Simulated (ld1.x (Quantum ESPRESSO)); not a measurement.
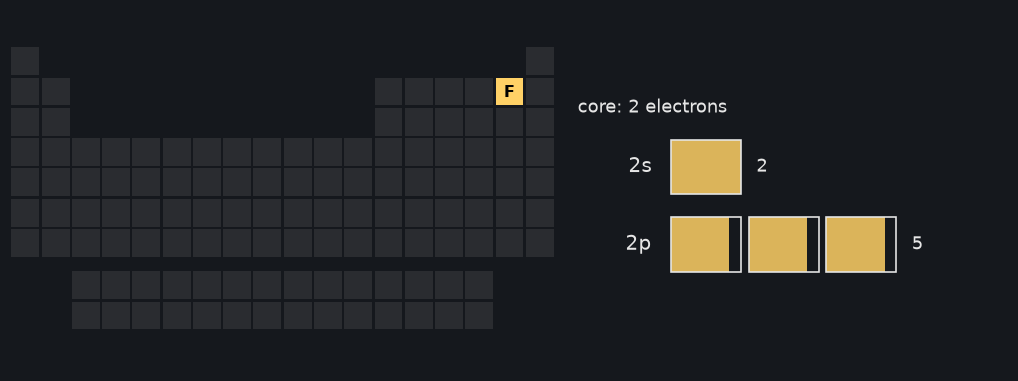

Fig. 1: Left, the place of fluorine in the periodic table; right, the valence shells of the reference configuration: a box for each of the 2l + 1 orbitals, shaded by the share of the shell that is filled, with the electron count at the right.

## Run report: F, pseudopotential generation (part 1 of 2)

Fluorine (F, Z = 9), core [He], reference valence 2s2 2p5, valence charge 7. Computed at this level: ultrasoft potential, PW91, scalar-relativistic, made with ld1.x (Quantum ESPRESSO) 7.5.

**Key numbers**

- outcome: generated
- cutoffs needed: 100 Ry and 160 Ry (the cutoffs, on a coarse ladder, from which the occupation-weighted sum of valence levels, in a spherical-Bessel basis at the reference potential, stays within 10 and 1 mRy of its value at 400 Ry); ghost states and empty shells don't enter this sum
- ghost test: no ghost state below the valence levels in the s, p, d, f channels (spherical-Bessel basis up to 400 Ry, 20 bohr box)
- largest excitation error: -317 meV (all-electron minus pseudo) for 2s2 2p2, out of 7 test configurations
- lowest eigenvalue of the overlap operator S in a Bessel basis (separate test): 0.86 (s channel)
- density cutoff estimated by the generator: 3046 Ry
- range over which the phases arctan(r u′/u) at the test radius agree within 0.05 rad (a looser test near the poles than one of phase shifts): s: over the whole range computed; p: up to about 2.2 Ry; d: over the whole range computed
- hardware: 1 CPU thread, shared host
- wall time: 2.3 s

**Remarks**

An excitation error of 317 meV in its own tests makes this a poorly transferable potential.

**The input**
```
 &input
   title='F', zed=9., rel=1, dft='PW91', iswitch=3,
   config='[He] 2s2 2p5 3d-2',
   nld=3, rlderiv=2.15, eminld=-4.0, emaxld=5.0, deld=0.02
 /
 &inputp
   pseudotype=3, tm=.true., lloc=-2, rcloc=1.60,
   nlcc=.true., rcore=0.45,
   which_augfun='PSQ', rmatch_augfun=0.35,
   file_pseudopw='F.UPF', file_wfcaegen='ae.wfc', file_wfcncgen='nc.wfc', file_beta='beta', file_chi='chi', file_wfcusgen='us.wfc'
 /
5
2S  1  0   2.00   0.00  0.45  0.60  0.0
2S  1  0   0.00  -1.75  0.45  0.60  0.0
2P  2  1   5.00   0.00  1.50  1.95  0.0
2P  2  1   0.00  -0.50  1.50  1.95  0.0
3D  3  2  -2.00   0.15  1.75  1.85  0.0
 &test
   configts(1)='2s2 2p5'
 /
```

**Input of the test run**
```
 &input
   title='F', zed=9., rel=1, dft='PW91', iswitch=2,
   config='[He] 2s2 2p5 3d-2'
 /
 &test
   file_pseudo='F.UPF', nconf=8,
   configts(1)='2s2 2p5',
   configts(2)='2s2 2p4',
   configts(3)='2s2 2p3',
   configts(4)='2s2 2p2',
   configts(5)='2s1 2p6',
   configts(6)='2s2 2p1',
   configts(7)='2s1 2p5',
   configts(8)='2s2 2p4.5'
 /
```

Launched with:
```bash
ld1.x < F.in > F.out
```

**The program's output**
```
     Program LD1 v.7.5

     !!!!!!!!!!!!!!!!!!! WARNING !!!!!!!!!!!!!!!!!!!!!!!
     Message from routine ld1_readin:
     US requires at least two energies per channel 3D
     !!!!!!!!!!!!!!!!!!!!!!!!!!!!!!!!!!!!!!!!!!!!!!!!!!!
     --------------------------- All-electron run ----------------------------

     F
     scalar relativistic calculation

     atomic number is  9.00
     dft =PW91   lsd =0 sic =0 latt =0  beta=0.20 tr2=1.0E-14
     Exchange-correlation= PW91
                           (   1   4   2   2   0   0   0)
     mesh =1105 r(mesh) =  99.76081 a.u. xmin = -7.00 dx = 0.01250
     1 Ry =  13.60569312 eV, c = 137.03599908

     n l     nl                  e(Ry)          e(Ha)          e(eV)
     1 0     1S 1( 2.00)       -48.7902       -24.3951      -663.8250
     2 0     2S 1( 2.00)        -2.2010        -1.1005       -29.9461
     2 1     2P 1( 5.00)        -0.8234        -0.4117       -11.2029

     final scf error:  8.6E-15 reached in  23 iterations

     Etot =    -199.621391 Ry,     -99.810696 Ha,   -2715.987389 eV

     Ekin =     199.443714 Ry,      99.721857 Ha,    2713.569962 eV
     Encl =    -477.907427 Ry,    -238.953713 Ha,   -6502.261787 eV
     Eh   =      99.411450 Ry,      49.705725 Ha,    1352.561675 eV
     Exc  =     -20.569128 Ry,     -10.284564 Ha,    -279.857239 eV

     normalization and overlap integrals

     s(1S/1S) =  1.000000  <r> =   0.1763  <r2> =    0.0420  r(max) =   0.1139
     s(2S/2S) =  1.000000  <r> =   1.0035  <r2> =    1.2283  r(max) =   0.7617
     s(2P/2P) =  1.000000  <r> =   1.1040  <r2> =    1.6368  r(max) =   0.7066

     ------------------------ End of All-electron run ------------------------

     --------------------- Generating US pseudopotential ---------------------

      Generating local potential from pseudized AE potential:
      Matching radius rcloc =   1.6000
      Enforcing V''(0)=0 (lloc=-2)

      Local pseudo, rcloc= 1.612 Estimated cut-off energy=    12.16 Ry

      Computing core charge for nlcc:

       r > 0.45 : true rho core
       r < 0.45 : rho core = a sin(br)/r    a=   2.70  b=   6.04

      Integrated core pseudo-charge :   0.25
      Wfc-us  2S rcutus= 0.593  Estimated cut-off energy=   118.73 Ry
      Wfc-us  2S rcutus= 0.593  Estimated cut-off energy=   119.31 Ry
      Wfc-us  2P rcutus= 1.969  Estimated cut-off energy=    21.02 Ry
      Wfc-us  2P rcutus= 1.969  Estimated cut-off energy=    27.39 Ry
      Wfc-us  3D rcutus= 1.827  Estimated cut-off energy=    30.30 Ry

     Q pseudized with Bessel functions
     Expected ecutrho=    3046.0202 due to l1=  2   l2=  2

     ------------------- End of pseudopotential generation -------------------

     --------------------------- All-electron run ----------------------------

     F
     scalar relativistic calculation

     atomic number is  9.00
     dft =PW91   lsd =0 sic =0 latt =0  beta=0.20 tr2=1.0E-14
     Exchange-correlation= PW91
                           (   1   4   2   2   0   0   0)
     mesh =1105 r(mesh) =  99.76081 a.u. xmin = -7.00 dx = 0.01250
     1 Ry =  13.60569312 eV, c = 137.03599908

     n l     nl                  e(Ry)          e(Ha)          e(eV)
     1 0     1S 1( 2.00)       -48.7902       -24.3951      -663.8250
     2 0     2S 1( 2.00)        -2.2010        -1.1005       -29.9461
     2 1     2P 1( 5.00)        -0.8234        -0.4117       -11.2029

     final scf error:  8.6E-15 reached in  23 iterations

     Etot =    -199.621391 Ry,     -99.810696 Ha,   -2715.987389 eV

     Ekin =     199.443714 Ry,      99.721857 Ha,    2713.569962 eV
     Encl =    -477.907427 Ry,    -238.953713 Ha,   -6502.261787 eV
     Eh   =      99.411450 Ry,      49.705725 Ha,    1352.561675 eV
     Exc  =     -20.569128 Ry,     -10.284564 Ha,    -279.857239 eV

     normalization and overlap integrals

     s(1S/1S) =  1.000000  <r> =   0.1763  <r2> =    0.0420  r(max) =   0.1139
     s(2S/2S) =  1.000000  <r> =   1.0035  <r2> =    1.2283  r(max) =   0.7617
     s(2P/2P) =  1.000000  <r> =   1.1040  <r2> =    1.6368  r(max) =   0.7066

     ------------------------ End of All-electron run ------------------------

     Computing logarithmic derivative in   2.16311
     Computing logarithmic derivative in   2.16311
     Computing the partial wave expansion
     R is outside the sphere for l=    0 j= 0.00
     R is outside the sphere for l=    0 j= 0.00
     R is outside the sphere for l=    1 j= 0.00
     R is outside the sphere for l=    1 j= 0.00
     R is outside the sphere for l=    2 j= 0.00

     ---------------------- Testing the pseudopotential ----------------------

     F
     scalar relativistic calculation

     atomic number is  9.00   valence charge is  7.00
     dft =PW91   lsd =0 sic =0 latt =0  beta=0.20 tr2=1.0E-14
     mesh =1105 r(mesh) =  99.76081 xmin = -7.00 dx = 0.01250

     n l     nl             e AE (Ry)        e PS (Ry)    De AE-PS (Ry)
     1 0     2S   1( 2.00)       -2.20100       -2.20100       -0.00000
     2 1     2P   1( 5.00)       -0.82340       -0.82340        0.00000

     eps = 1.3E-15  iter =  4

     Etot =    -199.621391 Ry,     -99.810696 Ha,   -2715.987389 eV
     Etotps =   -48.836127 Ry,     -24.418064 Ha,    -664.449358 eV

     Ekin =      10.953024 Ry,       5.476512 Ha,     149.023485 eV
     Encl =     -88.609580 Ry,     -44.304790 Ha,   -1205.594746 eV
     Ehrt =      42.484473 Ry,      21.242237 Ha,     578.030705 eV
     Ecxc =      -9.727153 Ry,      -4.863577 Ha,    -132.344661 eV
     (Ecc =      -0.369408 Ry,      -0.184704 Ha,      -5.026046 eV)
     Epseu=      -3.936892 Ry,      -1.968446 Ha,     -53.564140 eV

     ---------------------- End of pseudopotential test ----------------------
```

**Output of the test run (extracts)**
```
     ---------------------- Testing the pseudopotential ----------------------

     F
     scalar relativistic calculation

     atomic number is  9.00   valence charge is  7.00
     dft =PW91   lsd =0 sic =0 latt =0  beta=0.20 tr2=1.0E-14
     mesh =1105 r(mesh) =  99.76081 xmin = -7.00 dx = 0.01250

     n l     nl             e AE (Ry)        e PS (Ry)    De AE-PS (Ry)
     1 0     2S   1( 2.00)       -2.20100       -2.20100       -0.00000
     2 1     2P   1( 5.00)       -0.82340       -0.82340        0.00000

     eps = 7.2E-16  iter =  4

     Etot =    -199.621391 Ry,     -99.810696 Ha,   -2715.987389 eV
     Etotps =   -48.836127 Ry,     -24.418063 Ha,    -664.449357 eV

     Ekin =      10.953024 Ry,       5.476512 Ha,     149.023485 eV
     Encl =     -88.609579 Ry,     -44.304790 Ha,   -1205.594746 eV
     Ehrt =      42.484473 Ry,      21.242237 Ha,     578.030705 eV
     Ecxc =      -9.727153 Ry,      -4.863577 Ha,    -132.344661 eV
     (Ecc =      -0.369408 Ry,      -0.184704 Ha,      -5.026046 eV)
     Epseu=      -3.936892 Ry,      -1.968446 Ha,     -53.564140 eV

     ---------------------- End of pseudopotential test ----------------------

     ---------------------- Testing the pseudopotential ----------------------

     F
     scalar relativistic calculation

     atomic number is  9.00   valence charge is  7.00
     dft =PW91   lsd =0 sic =0 latt =0  beta=0.20 tr2=1.0E-14
     mesh =1105 r(mesh) =  99.76081 xmin = -7.00 dx = 0.01250

     n l     nl             e AE (Ry)        e PS (Ry)    De AE-PS (Ry)
     1 0     2S   1( 2.00)       -3.48758       -3.49447        0.00689  !
     2 1     2P   1( 4.00)       -2.08912       -2.09318        0.00407

     eps = 2.7E-15  iter = 11

     Etot =    -198.188642 Ry,     -99.094321 Ha,   -2696.493843 eV
     Etotps =   -47.401724 Ry,     -23.700862 Ha,    -644.933307 eV
     dEtot_ae =       1.432749 Ry
     dEtot_ps =       1.434403 Ry,   Delta E=      -0.001654 Ry

     Ekin =      10.482538 Ry,       5.241269 Ha,     142.622200 eV
     Encl =     -79.116567 Ry,     -39.558284 Ha,   -1076.435734 eV
     Ehrt =      33.898642 Ry,      16.949321 Ha,     461.214517 eV
     Ecxc =      -8.686108 Ry,      -4.343054 Ha,    -118.180519 eV
     (Ecc =      -0.369408 Ry,      -0.184704 Ha,      -5.026046 eV)
     Epseu=      -3.980229 Ry,      -1.990114 Ha,     -54.153771 eV

     ---------------------- End of pseudopotential test ----------------------

     ---------------------- Testing the pseudopotential ----------------------

     F
     scalar relativistic calculation

     atomic number is  9.00   valence charge is  7.00
     dft =PW91   lsd =0 sic =0 latt =0  beta=0.20 tr2=1.0E-14
     mesh =1105 r(mesh) =  99.76081 xmin = -7.00 dx = 0.01250

     n l     nl             e AE (Ry)        e PS (Ry)    De AE-PS (Ry)
     1 0     2S   1( 2.00)       -5.00309       -5.02492        0.02183  !
     2 1     2P   1( 3.00)       -3.61184       -3.62388        0.01204  !

     eps = 7.6E-15  iter = 11

     Etot =    -195.358103 Ry,     -97.679051 Ha,   -2657.982393 eV
     Etotps =   -44.563012 Ry,     -22.281506 Ha,    -606.310663 eV
     dEtot_ae =       4.263289 Ry
     dEtot_ps =       4.273115 Ry,   Delta E=      -0.009827 Ry

     Ekin =       9.832866 Ry,       4.916433 Ha,     133.782957 eV
     Encl =     -67.979633 Ry,     -33.989816 Ha,    -924.910021 eV
     Ehrt =      25.128021 Ry,      12.564010 Ha,     341.884137 eV
     Ecxc =      -7.406590 Ry,      -3.703295 Ha,    -100.771796 eV
     (Ecc =      -0.369408 Ry,      -0.184704 Ha,      -5.026046 eV)
     Epseu=      -4.137675 Ry,      -2.068838 Ha,     -56.295940 eV

     ---------------------- End of pseudopotential test ----------------------

     ---------------------- Testing the pseudopotential ----------------------

     F
     scalar relativistic calculation

     atomic number is  9.00   valence charge is  7.00
     dft =PW91   lsd =0 sic =0 latt =0  beta=0.20 tr2=1.0E-14
     mesh =1105 r(mesh) =  99.76081 xmin = -7.00 dx = 0.01250

     n l     nl             e AE (Ry)        e PS (Ry)    De AE-PS (Ry)
     1 0     2S   1( 2.00)       -6.71066       -6.74935        0.03869  !
     2 1     2P   1( 2.00)       -5.35970       -5.37112        0.01142  !

     eps = 8.6E-16  iter = 12

     Etot =    -190.890298 Ry,     -95.445149 Ha,   -2597.194820 eV
     Etotps =   -40.081700 Ry,     -20.040850 Ha,    -545.339306 eV
     dEtot_ae =       8.731093 Ry
     dEtot_ps =       8.754427 Ry,   Delta E=      -0.023335 Ry

     Ekin =       9.004845 Ry,       4.502423 Ha,     122.517164 eV
     Encl =     -55.625893 Ry,     -27.812946 Ha,    -756.828828 eV
     Ehrt =      16.917650 Ry,       8.458825 Ha,     230.176353 eV
     Ecxc =      -5.963591 Ry,      -2.981795 Ha,     -81.138788 eV
     (Ecc =      -0.369408 Ry,      -0.184704 Ha,      -5.026046 eV)
     Epseu=      -4.414711 Ry,      -2.207356 Ha,     -60.065207 eV

     ---------------------- End of pseudopotential test ----------------------

     ---------------------- Testing the pseudopotential ----------------------

     F
     scalar relativistic calculation

     atomic number is  9.00   valence charge is  7.00
     dft =PW91   lsd =0 sic =0 latt =0  beta=0.20 tr2=1.0E-14
     mesh =1105 r(mesh) =  99.76081 xmin = -7.00 dx = 0.01250

     n l     nl             e AE (Ry)        e PS (Ry)    De AE-PS (Ry)
     1 0     2S   1( 1.00)       -2.23594       -2.22120       -0.01474  !
     2 1     2P   1( 6.00)       -0.85451       -0.85541        0.00090

     eps = 3.1E-15  iter =  9

     Etot =    -198.241861 Ry,     -99.120930 Ha,   -2697.217924 eV
     Etotps =   -47.464255 Ry,     -23.732128 Ha,    -645.784089 eV
     dEtot_ae =       1.379530 Ry
     dEtot_ps =       1.371872 Ry,   Delta E=       0.007658 Ry

     Ekin =      10.143254 Ry,       5.071627 Ha,     138.006000 eV
     Encl =     -88.326908 Ry,     -44.163454 Ha,   -1201.748805 eV
     Ehrt =      42.251650 Ry,      21.125825 Ha,     574.862977 eV
     Ecxc =      -9.679647 Ry,      -4.839824 Ha,    -131.698307 eV
     (Ecc =      -0.369408 Ry,      -0.184704 Ha,      -5.026046 eV)
     Epseu=      -1.852603 Ry,      -0.926302 Ha,     -25.205954 eV

     ---------------------- End of pseudopotential test ----------------------
```

(Continued in part 2.)
